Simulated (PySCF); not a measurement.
# [ZrF3]+: singlet, from a T-shaped start

The task is one start of a wider search on [ZrF3]+: the singlet, from a T-shaped start. It is relaxed, tested by its Hessian and followed downhill if it is a saddle.

Program: PySCF 2.14.0. Level of theory: PBE0, basis Zr def2-TZVP with ECP28, F def2-TZVP, scalar-relativistic core potentials, no spin–orbit coupling, density fitting. These are calculated values, not measurements.

**1. The starting structure**

4 atoms, charge 1, spin multiplicity 1.

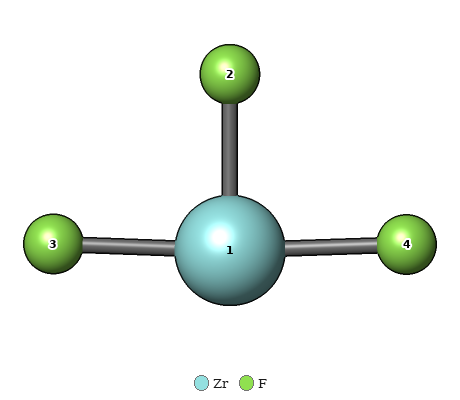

As it starts; zirconium light teal, fluorine green; atoms are numbered from 1 in the order of the file.

Coordinates in bohr (charge 1 multiplicity 1):
```
Zr    0.0000    0.0000    0.0000
F     0.0000    0.0000    4.0372
F     4.0348    0.0000    0.1410
F    -4.0348    0.0000    0.1410
```

**2. The SCF at the typed geometry**

One driver script runs all steps and calls PySCF; scf.py shows how it sets up the SCF of each step. The optimiser is the driver's own. After this first run the driver tries any further starts and a stability analysis.

File scf.py:

```python
from pyscf import gto, scf, dft
mol = gto.M(atom='''
Zr     0.000000     0.000000     0.000000
F      0.000000     0.000000     2.136400
F      2.135100     0.000000     0.074600
F     -2.135100     0.000000     0.074600''',
    basis={'Zr': 'def2-TZVP', 'F': 'def2-TZVP'},
    ecp={'Zr': 'def2-TZVP'},
    charge=1, spin=0)
mf = dft.RKS(mol, xc='PBE0')
mf.grids.atom_grid = (50, 194)
aux = {'Zr': 'def2-universal-JKFIT', 'F': 'def2-universal-JKFIT'}
mf = mf.density_fit(auxbasis=aux)
mf.conv_tol = 1e-08
mf.diis_space = 10
mf.max_cycle = 60
mf.init_guess = 'minao'
mf.verbose = 4
mf.kernel()
```

Launch:

```console
OMP_NUM_THREADS=4 python axn.py task.json out
```

Further steps of the session: T-shaped start, singlet: relaxation; Hessian and properties; Downhill along the imaginary mode; Frequencies.

Before running it: what results should come out? Wanted: minimum; geometry; wavenumbers; dipole moment; highest occupied, lowest empty level; polar-tensor charge of Zr1; zero-point energy.

The runs gave:

| quantity | value |
| --- | --- |
| minimum | singlet, C3v |
| geometry | Zr–F 1.836 Å (×3); F–Zr–F 110.0° (×3) |
| wavenumbers (cm⁻¹) | 134 (a1), 181 (e), 767 (a1), 771 (e) |
| dipole moment (centre of mass) | 4.74 D |
| highest occupied, lowest empty level | -18.24, -9.64 eV |
| polar-tensor charge of Zr1 | +2.95 e |
| zero-point energy | 16.8 kJ/mol |
| entropy at 298.15 K | 304.4 J/(mol K) |

From C2v at the start the molecule goes to a C3v minimum, after a stop at a saddle point 13.5 kJ/mol higher, from which it was pushed off along an imaginary mode. The strongest infrared band lies at 771 cm⁻¹ (e, stretch). Only this shape and spin were tried, so other structures or states may lie lower.
